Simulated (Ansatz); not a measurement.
# AlNH$_{5}$ClO$_{2}$: nudged elastic band (part 2 of 2)

The same run, continued: AlNH$_{5}$ClO$_{2}$; RKS PBE-D4/cc-pVDZ (Ansatz 0.2.0). It belongs to a series of runs on one base structure; here: band between the two ends.

Geometry of the input (Å):
```
Al -0.1289  0.1009  0.4281
O  -0.4719  -0.5301  2.0346
H  0.0424  -1.3092  2.3102
Cl 1.7133  -0.6446  -0.4781
O  -1.4481  0.5637  -0.6387
H  -2.0144  -0.1339  -1.0104
N  0.3614  2.0402  0.8251
H  1.3302  2.2647  0.5563
H  -0.2697  2.6558  0.2901
H  0.2510  2.2606  1.8255
```

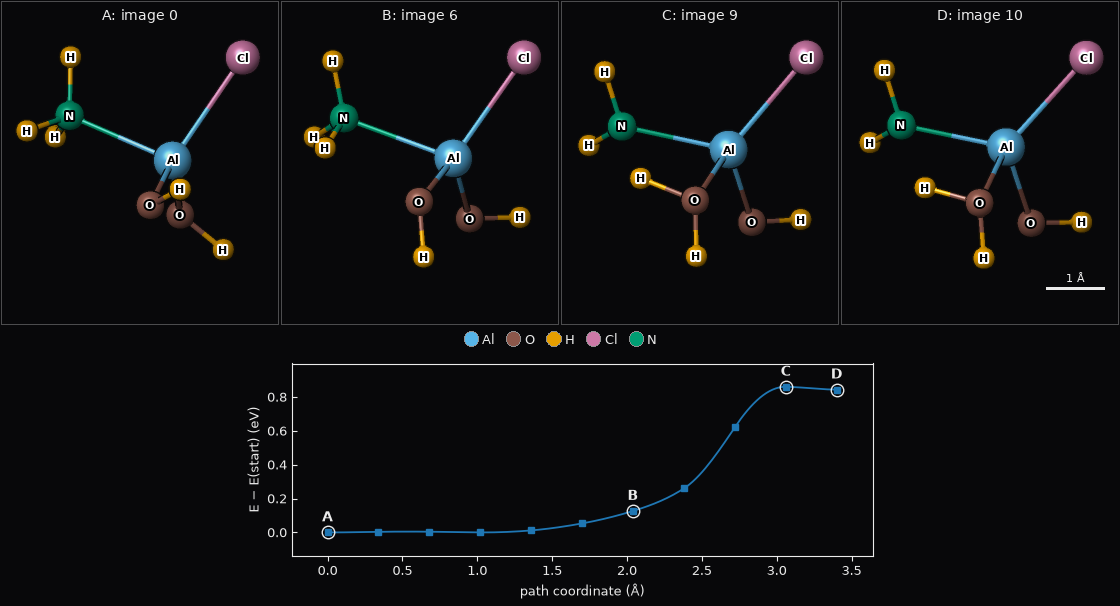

Fig. 1: Images of the last band (counted from 0; ball-and-stick, seen at a tilt) above the energy along the path; the line is a cubic interpolation that uses the forces. The highest image is number 9, 0.860 eV above the start and 0.016 eV above the end (the climbing image); the end lies 0.844 eV above the start. The path is 3.40 Å long. The band converged in 17 iterations.

```
Total energy: -24775.56925432 eV, -910.4853766121 hartree
Atom 0 at     0.048369     0.308601     0.092877 Å, force    -0.006257     0.014548     0.003750 eV/Å
Atom 1 at     0.106131    -0.051340     2.020141 Å, force    -0.010500     0.001495     0.003547 eV/Å
Atom 2 at    -0.758832    -0.280873     2.416682 Å, force     0.007551     0.002425     0.000307 eV/Å
Atom 3 at     1.655020    -0.695955    -0.924832 Å, force     0.001761    -0.000504    -0.000104 eV/Å
Atom 4 at    -1.619754     0.112040    -0.397334 Å, force     0.022448     0.016381     0.025913 eV/Å
Atom 5 at    -1.811075    -0.445653    -1.169824 Å, force    -0.017016    -0.019863    -0.029441 eV/Å
Atom 6 at     0.422783     2.034482     0.816546 Å, force     0.008227    -0.008354    -0.007323 eV/Å
Atom 7 at     1.362596     2.434789     0.701263 Å, force    -0.001254     0.004201    -0.002011 eV/Å
Atom 8 at    -0.254933     2.786297     0.636636 Å, force    -0.003816     0.000864    -0.000371 eV/Å
Atom 9 at     0.215195     1.065613     1.950646 Å, force    -0.001144    -0.011193     0.005733 eV/Å
Dipole moment:    -0.331395     0.375087     0.332591 e Å
this run last wrote the band of iteration 17 to [file]
```

The last band as extended XYZ (Å, eV, eV/Å)
```
10
Properties=species:S:1:pos:R:3:forces:R:3 image=0 energy=-24776.42909
Al   -0.1289    0.1009    0.4281    0.0122   0.0029   0.0007
O    -0.4719   -0.5301    2.0346    0.0007  -0.0035   0.0073
H     0.0424   -1.3092    2.3102   -0.0012   0.0030  -0.0026
Cl    1.7133   -0.6446   -0.4781   -0.0105   0.0074   0.0036
O    -1.4481    0.5637   -0.6387   -0.0029   0.0013  -0.0051
H    -2.0144   -0.1339   -1.0104    0.0031   0.0006  -0.0011
N     0.3614    2.0402    0.8251   -0.0007  -0.0095   0.0001
H     1.3302    2.2647    0.5563    0.0000  -0.0037  -0.0012
H    -0.2697    2.6558    0.2901   -0.0027   0.0005   0.0004
H     0.2510    2.2606    1.8255    0.0020   0.0010  -0.0020
10
Properties=species:S:1:pos:R:3:forces:R:3 image=1 energy=-24776.42566
Al   -0.1265    0.1089    0.4394    0.0005   0.0014   0.0003
O    -0.3637   -0.4221    2.1009   -0.0052  -0.0032  -0.0017
H    -0.0972   -1.3287    2.3306    0.0063  -0.0009  -0.0013
Cl    1.6556   -0.6718   -0.5488    0.0016  -0.0012   0.0039
O    -1.4815    0.5301   -0.6011    0.0031   0.0032  -0.0031
H    -1.8998   -0.1687   -1.1320   -0.0057   0.0002   0.0040
N     0.3593    2.0421    0.8351   -0.0012   0.0007  -0.0011
H     1.2993    2.2842    0.4904    0.0009  -0.0001   0.0005
H    -0.3180    2.6715    0.3789    0.0012  -0.0011  -0.0014
H     0.3379    2.2225    1.8494   -0.0015   0.0011  -0.0001
10
Properties=species:S:1:pos:R:3:forces:R:3 image=2 energy=-24776.42499
Al   -0.1285    0.1080    0.4471    0.0016   0.0017   0.0028
O    -0.2418   -0.3540    2.1414    0.0037   0.0005  -0.0001
H    -0.2780   -1.2990    2.3673   -0.0054   0.0015   0.0020
Cl    1.5926   -0.6617   -0.6514   -0.0021   0.0013  -0.0040
O    -1.5568    0.4523   -0.5224   -0.0018  -0.0028   0.0023
H    -1.7841   -0.1650   -1.2384    0.0028  -0.0013  -0.0045
N     0.3758    2.0358    0.8425    0.0002  -0.0012   0.0007
H     1.3092    2.2749    0.4786    0.0012   0.0006  -0.0008
H    -0.3049    2.6820    0.4169   -0.0011   0.0007   0.0006
H     0.3820    2.1947    1.8611    0.0008  -0.0010   0.0009
10
Properties=species:S:1:pos:R:3:forces:R:3 image=3 energy=-24776.42916
Al   -0.1353    0.0963    0.4562   -0.0009   0.0005   0.0008
O    -0.1879   -0.3236    2.1633    0.0028   0.0034  -0.0025
H    -0.4466   -1.2270    2.4133   -0.0031  -0.0023   0.0026
Cl    1.5682   -0.6077   -0.7141    0.0006   0.0007  -0.0019
O    -1.6259    0.3070   -0.4554   -0.0011   0.0021   0.0050
H    -1.6614   -0.1185   -1.3299    0.0014  -0.0034  -0.0048
N     0.3935    2.0262    0.8409   -0.0009   0.0000   0.0006
H     1.3066    2.2682    0.4298    0.0000   0.0004   0.0003
H    -0.3043    2.6910    0.4767    0.0013  -0.0001   0.0005
H     0.4586    2.1562    1.8619    0.0000  -0.0012  -0.0006
10
Properties=species:S:1:pos:R:3:forces:R:3 image=4 energy=-24776.41733
Al   -0.0989    0.0938    0.4100   -0.0048  -0.0003   0.0105
O    -0.1016   -0.3282    2.1200   -0.0294  -0.0103   0.0185
H    -0.6358   -1.0879    2.4084    0.0354  -0.0320  -0.0078
Cl    1.5894   -0.5427   -0.8157   -0.0071  -0.0018   0.0161
O    -1.6365    0.2434   -0.4292   -0.0133   0.0011  -0.0175
H    -1.7044   -0.1871   -1.2998    0.0170   0.0270   0.0086
N     0.4230    2.0174    0.8499   -0.0076   0.0025  -0.0056
H     1.3377    2.3051    0.4743   -0.0020  -0.0108  -0.0175
H    -0.2796    2.7059    0.5445    0.0027  -0.0069  -0.0109
H     0.4722    2.0484    1.8803    0.0091   0.0315   0.0056
10
Properties=species:S:1:pos:R:3:forces:R:3 image=5 energy=-24776.37601
Al   -0.0606    0.0892    0.3526   -0.0091  -0.0027   0.0310
O    -0.0226   -0.3410    2.0664   -0.0348  -0.0065   0.0217
H    -0.7520   -0.8846    2.4084    0.0171  -0.1053   0.0006
Cl    1.6163   -0.5451   -0.8782   -0.0061   0.0138   0.0209
O    -1.6248    0.2277   -0.4350   -0.0164   0.0022  -0.0152
H    -1.7573   -0.2712   -1.2604    0.0270   0.0453   0.0106
N     0.4354    2.0102    0.8535    0.0038  -0.0067  -0.0107
H     1.3623    2.3462    0.5580   -0.0043  -0.0182  -0.0418
H    -0.2651    2.7186    0.5945   -0.0021  -0.0043  -0.0328
H     0.4338    1.9179    1.8831    0.0249   0.0824   0.0157
10
Properties=species:S:1:pos:R:3:forces:R:3 image=6 energy=-24776.30257
Al   -0.0305    0.0886    0.2949   -0.0262  -0.0222   0.0457
O     0.0348   -0.3033    2.0276   -0.0118  -0.0514   0.0184
H    -0.7803   -0.6570    2.4209   -0.0290  -0.1647   0.0210
Cl    1.6405   -0.5834   -0.9119   -0.0125   0.0328   0.0270
O    -1.6186    0.1907   -0.4462    0.0091   0.0239   0.0072
H    -1.7881   -0.3596   -1.2303    0.0161   0.0351  -0.0205
N     0.4302    2.0085    0.8441    0.0102  -0.0007  -0.0041
H     1.3665    2.3846    0.6443    0.0001  -0.0148  -0.0769
H    -0.2694    2.7368    0.6476    0.0027  -0.0057  -0.0526
H     0.3805    1.7621    1.8518    0.0413   0.1676   0.0348
10
Properties=species:S:1:pos:R:3:forces:R:3 image=7 energy=-24776.16956
Al   -0.0036    0.1124    0.2340   -0.0425  -0.1669   0.1412
O     0.0746   -0.2146    2.0024   -0.0572  -0.1900   0.0173
H    -0.7704   -0.4533    2.4220   -0.0185  -0.2128   0.0142
Cl    1.6528   -0.6364   -0.9337   -0.0136   0.0536   0.0154
O    -1.6206    0.1489   -0.4373   -0.0147   0.0388  -0.0431
H    -1.8140   -0.4197   -1.2022    0.0084   0.0367  -0.0298
N     0.4257    2.0079    0.8402    0.0301   0.0010  -0.0578
H     1.3659    2.4051    0.7222    0.0171  -0.0122  -0.0370
H    -0.2744    2.7464    0.6966   -0.0115  -0.0124   0.0060
H     0.3295    1.5712    1.7986    0.1025   0.4640  -0.0264
10
Properties=species:S:1:pos:R:3:forces:R:3 image=8 energy=-24775.80858
Al    0.0249    0.2057    0.1590   -0.0922  -0.4410   0.2876
O     0.0981   -0.1079    1.9966   -0.0966  -0.2209  -0.0807
H    -0.7546   -0.3315    2.4155    0.0145  -0.1820  -0.0071
Cl    1.6535   -0.6730   -0.9409    0.0054   0.0627  -0.0245
O    -1.6255    0.1272   -0.4126   -0.0108   0.0650  -0.0721
H    -1.8186   -0.4391   -1.1785   -0.0214   0.0125  -0.0537
N     0.4218    2.0068    0.8618    0.0215  -0.1200   0.1737
H     1.3599    2.4116    0.7372   -0.0025  -0.1086   0.1489
H    -0.2665    2.7536    0.6906   -0.0412  -0.1338   0.1996
H     0.2727    1.3146    1.8141    0.2234   1.0662  -0.5718
10
Properties=species:S:1:pos:R:3:forces:R:3 image=9 energy=-24775.56921
Al    0.0484    0.3086    0.0929   -0.0063   0.0145   0.0037
O     0.1061   -0.0513    2.0201   -0.0105   0.0015   0.0035
H    -0.7588   -0.2809    2.4167    0.0076   0.0024   0.0003
Cl    1.6550   -0.6960   -0.9248    0.0018  -0.0005  -0.0001
O    -1.6198    0.1120   -0.3973    0.0224   0.0164   0.0259
H    -1.8111   -0.4457   -1.1698   -0.0170  -0.0199  -0.0294
N     0.4228    2.0345    0.8165    0.0082  -0.0084  -0.0073
H     1.3626    2.4348    0.7013   -0.0013   0.0042  -0.0020
H    -0.2549    2.7863    0.6366   -0.0038   0.0009  -0.0004
H     0.2152    1.0656    1.9506   -0.0011  -0.0112   0.0057
10
Properties=species:S:1:pos:R:3:forces:R:3 image=10 energy=-24775.58558
Al    0.0787    0.3952    0.0697   -0.0018   0.0026   0.0093
O     0.0883   -0.0946    2.0296   -0.0193   0.0094   0.0041
H    -0.8190   -0.3237    2.3234    0.0110  -0.0048  -0.0030
Cl    1.6584   -0.6968   -0.9043    0.0006  -0.0002   0.0007
O    -1.6031    0.1262   -0.3444    0.0140  -0.0143  -0.0121
H    -1.8030   -0.4854   -1.0741   -0.0107   0.0096   0.0071
N     0.4387    2.0927    0.7643   -0.0165   0.0088  -0.0005
H     1.3796    2.4854    0.6350    0.0076   0.0011  -0.0033
H    -0.2277    2.8387    0.5251    0.0072  -0.0061   0.0036
H     0.1747    0.9303    2.1184    0.0078  -0.0059  -0.0060
```
